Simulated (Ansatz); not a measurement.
# MP2/def2-SVP run of CH4ClGa (SMILES [CH3][GaH][Cl])

Aim: the vertical singlet–triplet gap of CH4ClGa at MP2/def2-SVP, from 2 runs. 

Program for the calculation: Ansatz 0.2.0.

62 further runs of the same task are left out: 62 set aside as unsound or not needed. Runs told in other sessions of the task aren't counted.

### Step 1. The structure to begin with

CH4ClGa: 7 atoms, total charge 0, spin state singlet. SMILES: `[CH3][GaH][Cl]`. Geometry: relaxed at PBE0-D4/def2-TZVP.

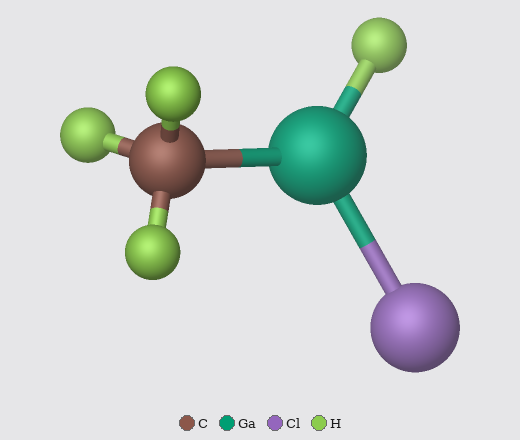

The structure, seen from a chosen angle (carbon brown, gallium teal, chlorine purple, hydrogen green).

### Step 2. The energy at MP2/def2-SVP

Contents of job.yaml:

```yaml
crystal:
  periodic: [false, false, false]
  atoms:
    - {symbol: C, position_ang: [-0.730500, 0.588300, -0.200700]}
    - {symbol: Ga, position_ang: [0.846300, -0.538100, 0.035700]}
    - {symbol: Cl, position_ang: [0.865000, -1.794800, 1.792800]}
    - {symbol: H, position_ang: [-0.435900, 1.637200, -0.283800]}
    - {symbol: H, position_ang: [-1.418300, 0.473600, 0.636300]}
    - {symbol: H, position_ang: [-1.245900, 0.318700, -1.126000]}
    - {symbol: H, position_ang: [2.119300, -0.684800, -0.854300]}
basis:
  gaussian: {orbitals: def2-SVP}
correlation: {method: mp2, frozen_orbitals: {C: 1, Cl: 5, Ga: 9, H: 0}}
accuracy: high
```

Command:

```bash
$ ansatz run job.yaml --threads 1 --pin off --max-ram 3480MiB --events-out events.jsonl --progress --plain --runs-dir runs
```

The log of the run:

```text
Warning: RAYON_NUM_THREADS=1 ignored (pool sized by the plan → 1); use --threads N
Functional definition: HF
  name "HF"
  exchange = exact_x
  correlation = 0
1770 factors; integrals over basis functions are off by at most 8.8e-9 eV
mean field evaluation 1: about -65920.0496 eV, gradient 2.4e1 eV
mean field evaluation 2: about -65920.0827 eV, gradient 2.4e1 eV
mean field evaluation 4: about -65921.8105 eV, gradient 2.6e0 eV
mean field evaluation 8: about -65921.8314 eV, gradient 7.8e-5 eV
mean field -65921.83135568 eV, -2422.5826188989 hartree, gradient 5.1e-8 eV, S^2 0.000000; 0 other end points of the search recorded, 0 dependent functions left out
15 core orbitals not correlated: weight in the atoms' cores, before any rotation towards them, 1.000 or more for the frozen orbitals, at most 0.000 for the correlated occupied ones
reference -65921.83135568 eV, -2422.5826188989 hartree; 14, 14 occupied and 55, 55 virtual orbitals, 1770 factors
second order -13.38354947 eV of doubles, -0.00000000 eV of singles
Total energy: -65935.21490515 eV, -2423.0744552704 hartree
```

It took 1.6 s on 1 thread of Intel Xeon 6975P-C (Granite Rapids), shared host; peak memory 0.25 GiB.

### Step 3. The triplet

Contents of input.yaml:

```yaml
crystal:
  periodic: [false, false, false]
  atoms:
    - {symbol: C, position_ang: [-0.730500, 0.588300, -0.200700]}
    - {symbol: Ga, position_ang: [0.846300, -0.538100, 0.035700]}
    - {symbol: Cl, position_ang: [0.865000, -1.794800, 1.792800]}
    - {symbol: H, position_ang: [-0.435900, 1.637200, -0.283800]}
    - {symbol: H, position_ang: [-1.418300, 0.473600, 0.636300]}
    - {symbol: H, position_ang: [-1.245900, 0.318700, -1.126000]}
    - {symbol: H, position_ang: [2.119300, -0.684800, -0.854300]}
basis:
  gaussian:
    orbitals: def2-SVP
magnetization:
  spin_polarized: true
  initial_magnetization: 2
correlation:
  method: mp2
  frozen_orbitals: {C: 1, Cl: 5, Ga: 9, H: 0}
accuracy: high
```

Command:

```bash
$ ansatz run input.yaml --threads 1 --pin off --max-ram 3480MiB --events-out events.jsonl --progress --plain --runs-dir runs
```

The log of the run, shortened:

```text
Warning: RAYON_NUM_THREADS=1 ignored (pool sized by the plan → 1); use --threads N
Functional definition: HF
  name "HF"
[...]
1770 factors; integrals over basis functions are off by at most 8.8e-9 eV
[...]
mean field -65916.23665264 eV, -2422.3770173545 hartree, gradient 2.1e-8 eV, S^2 2.011770; 9 other end points of the search recorded, 0 dependent functions left out
15 core orbitals not correlated: weight in the atoms' cores, before any rotation towards them, 1.000 or more for the frozen orbitals, at most 0.000 for the correlated occupied ones
reference -65916.23665264 eV, -2422.3770173545 hartree; 15, 13 occupied and 54, 56 virtual orbitals, 1770 factors
second order -13.06512863 eV of doubles, -0.00000000 eV of singles
Total energy: -65929.30178127 eV, -2422.8571519758 hartree
```

Wall time 8.7 s (1 thread of Intel Xeon 6975P-C (Granite Rapids), shared host); peak memory 0.46 GiB.

### Step 4. What came out

Level: MP2/def2-SVP, 15 core orbitals frozen.

| quantity | value |
| --- | --- |
| singlet: total energy | -2423.07446 Eh |
| singlet: correlation energy (15 core orbitals frozen) | -491.8 mEh |
| triplet: total energy | -2422.85715 Eh |
| triplet: correlation energy (15 core orbitals frozen) | -480.1 mEh |
| triplet: ⟨S²⟩ of the reference determinant | 2.012 |
| vertical energy of the triplet above the singlet | 5.913 eV |

In words: At this shape the triplet lies 5.91 eV (136 kcal/mol) above the singlet.
